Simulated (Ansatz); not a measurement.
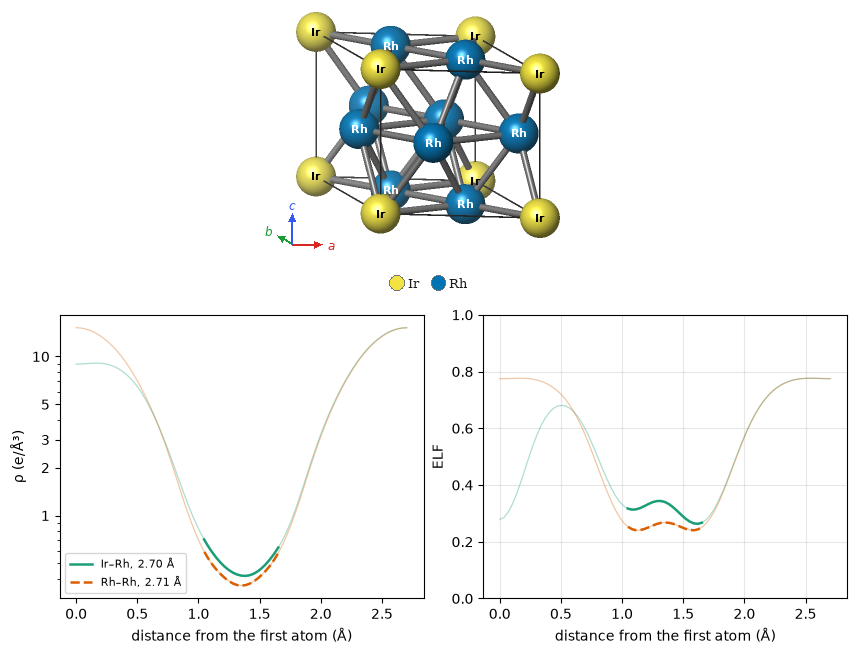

Figure. IrRh$_{5}$. Valence charge density (pseudo) and ELF along straight lines between neighbouring atoms. Thin, pale parts lie inside the atomic spheres. The structure is drawn too.

Space group P-62m; a structure generated by program, which may or may not match a known phase; computed pressure about −16 GPa in this cell; computed without spin polarisation.

The calculation used DFT LDA, scalar-relativistic, plane waves, PAW (Ansatz).

In a PAW calculation such maps are meaningful between the atoms, not at the nuclei.

> Compare the contacts.

Ir–Rh (2.70 Å): the density is about 0.42 e/Å³ at the midpoint; the ELF is about 0.35 at the midpoint.
Rh–Rh (2.71 Å): the density is about 0.36 e/Å³ at the midpoint; the ELF is about 0.25 at the midpoint (no shared electron pair shows on this line).
